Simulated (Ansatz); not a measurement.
These are PBE (plane waves to 420 eV, PAW; Ansatz, an electronic-structure program) values and carry that method's errors.

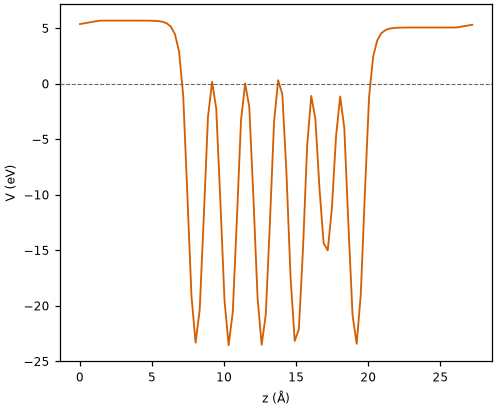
Figure: Plane-averaged electrostatic potential energy along the normal, in eV from the Fermi level, for a constructed model of the (111) surface of fcc Pt, a layer of Fe in place of the second plane (bottom of the slab: a bare face, its two planes held)

Slab: 6 atoms, 11.4 Å thick at the start; k 15x15x1, smearing 0.1 eV, dipole-corrected; 2 atoms held, the rest relaxed; start symmetry kept, larger cells not searched; spin-polarised, ending with about 3.7 μB a cell; orders that need a larger cell were not tried, no spin-orbit, no U. It is one candidate, not shown to be the stable structure of the face.

The vacuum level lies 5.06 eV above the Fermi level over the top face and 5.68 eV above it under the bottom face.
